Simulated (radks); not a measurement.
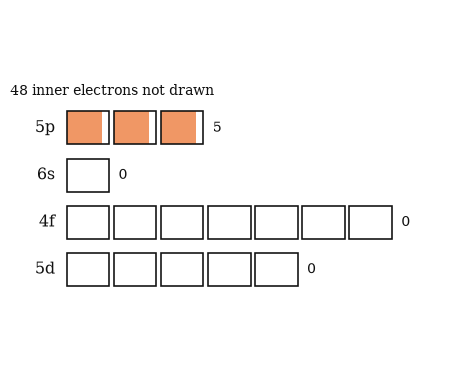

The outer shells as the input fills them: a box for each of the 2l + 1 orbitals, shaded by the share of the shell that is filled, with the electron count at the right.

**I: atomic calculation**

- system: the neutral iodine atom in the configuration [Kr] 4d10 5s2 5p5 (high spin). It sits in a hard spherical wall of radius 2 bohr.
- method: scalar-relativistic Kohn-Sham, LDA (Slater exchange, Perdew-Wang correlation), spin-polarised, spherical densities, finite nucleus (the in-house radial solver radks)

### Key numbers

- outcome: converged
- total energy: −7092.1015 hartree
- kinetic energy: 7527.1046 hartree
- electron–nucleus energy: −17379.6243 hartree
- Hartree energy: 2939.8622 hartree
- exchange–correlation energy: −179.443985 hartree
- radius at density 0.001 e/bohr³: 1.97 bohr
- pressure on the wall: 24500 GPa
- SCF iterations: 13
- hardware: 1 CPU thread, shared host

### Input
```
Z 53
configuration [Kr] 4d10 5s2 5p5 6s0 4f0 5d0
relativity scalar-relativistic
functional lda,pw
spin polarised
nucleus finite rms 4.75 fm
wall 2 bohr
c 137.035999084
```

Energies in input and log are in hartree, lengths in bohr (the nuclear radius in fm).

### Output
```
1s      1   1.0000       -1207.60293915
2s      1   1.0000        -184.17543193
2p      1   3.0000        -165.08524319
3s      1   1.0000         -35.02370759
3p      1   3.0000         -28.84101312
3d      1   5.0000         -19.53747454
4s      1   1.0000          -4.37076166
4p      1   3.0000          -2.48178496
4d      1   5.0000           0.29584896
5s      1   1.0000           2.46207272
5p      1   3.0000           3.43424115
6s      1   0.0000          10.37370249
4f      1   0.0000           3.25952022
5d      1   0.0000           5.11716621
1s      2   1.0000       -1207.59533332
2s      2   1.0000        -184.17062651
2p      2   3.0000        -165.07861560
3s      2   1.0000         -35.01656159
3p      2   3.0000         -28.83324484
3d      2   5.0000         -19.52999289
4s      2   1.0000          -4.35708811
4p      2   3.0000          -2.46771658
4d      2   5.0000           0.31197274
5s      2   1.0000           2.49404405
5p      2   2.0000           3.46645413
6s      2   0.0000          10.39604963
4f      2   0.0000           3.28021195
5d      2   0.0000           5.14782884
Etot -7092.101464265019
Ekin 7527.104629979296
Encl -17379.624285503254
Eh 2939.862176162529
Exc -179.44398490358952
err 9.288062391649108e-10
it 13
```

### Orbitals

```csv
orbital,occupation,energy (eV),⟨r⟩ (bohr),outer maximum (bohr)
1s up,1,−32860.6,0.02725,0.0176
1s down,1,−32860.3,0.02725,0.0176
2s up,1,−5011.7,0.1173,0.0992
2s down,1,−5011.5,0.1173,0.0992
2p up,3,−4492.2,0.1026,0.0795
2p down,3,−4492.0,0.1026,0.0795
3s up,1,−953.044,0.3153,0.286
3s down,1,−952.849,0.3152,0.286
3p up,3,−784.804,0.3134,0.280
3p down,3,−784.593,0.3133,0.280
3d up,5,−531.642,0.2900,0.232
3d down,5,−531.438,0.2900,0.232
4s up,1,−118.934,0.7560,0.688
4s down,1,−118.562,0.7558,0.689
4p up,3,−67.533,0.8107,0.727
4p down,3,−67.150,0.8104,0.727
4d up,5,8.050,0.9120,0.804
4d down,5,8.489,0.9109,0.804
5s up,1,66.996,1.245,1.39
5s down,1,67.866,1.244,1.39
4f up,0,88.696,1.051,1.04
4f down,0,89.259,1.049,1.04
5p up,3,93.450,1.238,1.43
5p down,2,94.327,1.237,1.43
5d up,0,139.245,1.189,1.49
5d down,0,140.080,1.190,1.49
6s up,0,282.283,1.186,1.66
6s down,0,282.891,1.186,1.66
```

### Slater integrals of the outer shells (hartree)

```csv
integral,value
"F0(5p,5p)",0.7221
"F2(5p,5p)",0.3804
"F0(5p,5s)",0.7197
"G1(5p,5s)",0.4861
"F0(5p,4d)",0.8080
"F2(5p,4d)",0.3512
"G1(5p,4d)",0.1307
"G3(5p,4d)",0.1373
"F0(5p,4f)",0.7688
"F2(5p,4f)",0.3714
"G2(5p,4f)",0.1883
"G4(5p,4f)",0.1685
"F0(5s,5s)",0.7184
"F0(5s,4d)",0.8023
```

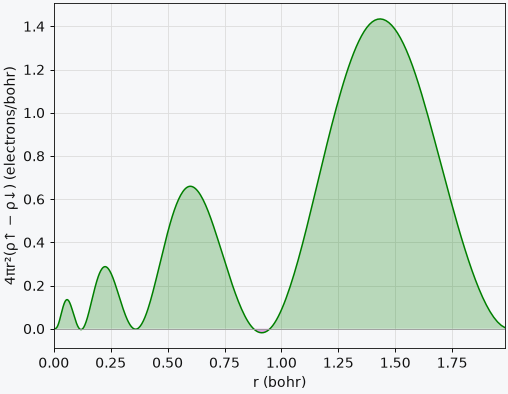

The radial spin density. The curve integrates to 1 unpaired electron, held by 5p (+1). Its largest value, 1.43 electrons/bohr, lies near r = 1.4 bohr. Regions of the opposite sign are negligible.

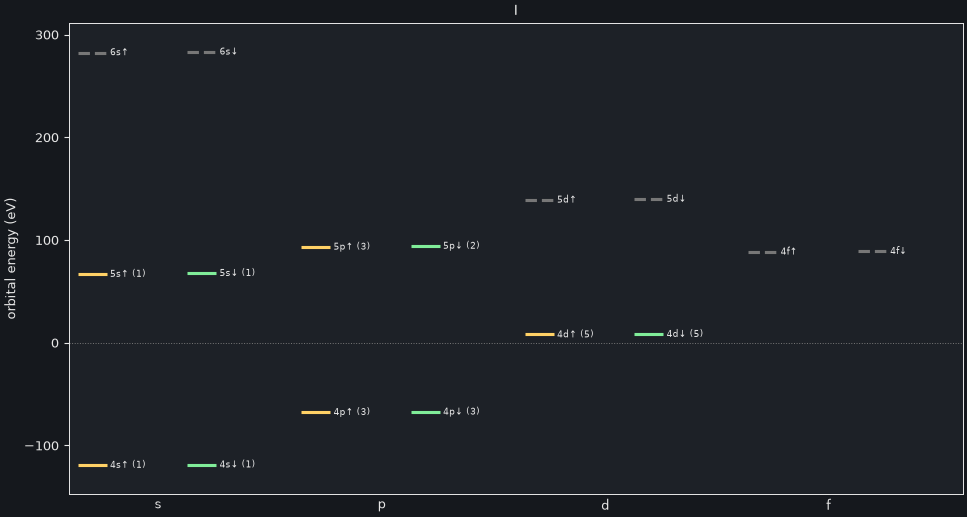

The outer levels are drawn (occupations in brackets, up spins at the left of each column and down spins at the right, empty levels dashed). The highest occupied level is 5p down at 94.3 eV. The highest 4 occupied levels, from the top down, are 5p down (94.3 eV), 5p up (93.5 eV), 5s down (67.9 eV), 5s up (67.0 eV). The largest exchange splitting (down less up) among the shells drawn in both spins is that of 5p, 0.877 eV. The wall pushes the highest level above zero, where only the wall holds the electron in. The order isn't aufbau: the empty 4f up and 4f down levels lie under the highest occupied one.

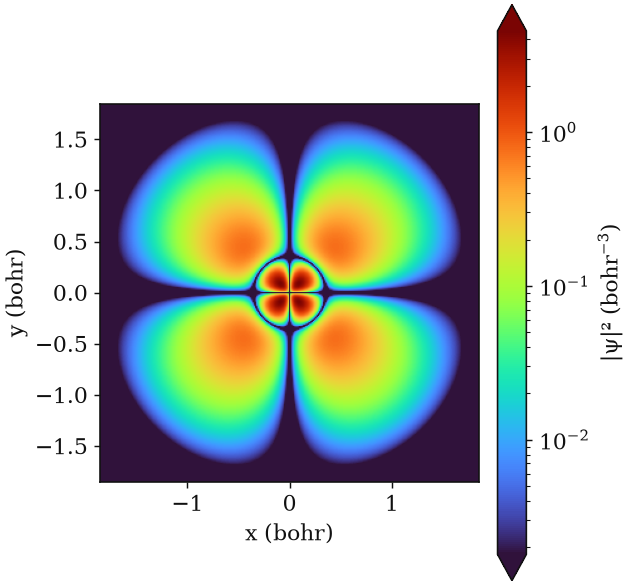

The 4d(xy) orbital of up spin. In the xy plane through the nucleus, the colour gives |ψ|² on a logarithmic scale. The radial function comes from the spherical calculation and is multiplied by a real spherical harmonic; the overall sign is chosen so that the largest lobe of P(r) is positive; at the scalar-relativistic level it is the large component. It has the nodal planes xz and yz and 1 radial node, at r = 0.356 bohr. The outermost maximum of P² lies at 0.804 bohr, ⟨r⟩ = 0.912 bohr, 90 % of the charge lies within 1.36 bohr, and the eigenvalue is 8.05 eV, with 5 electrons in the shell for this spin.
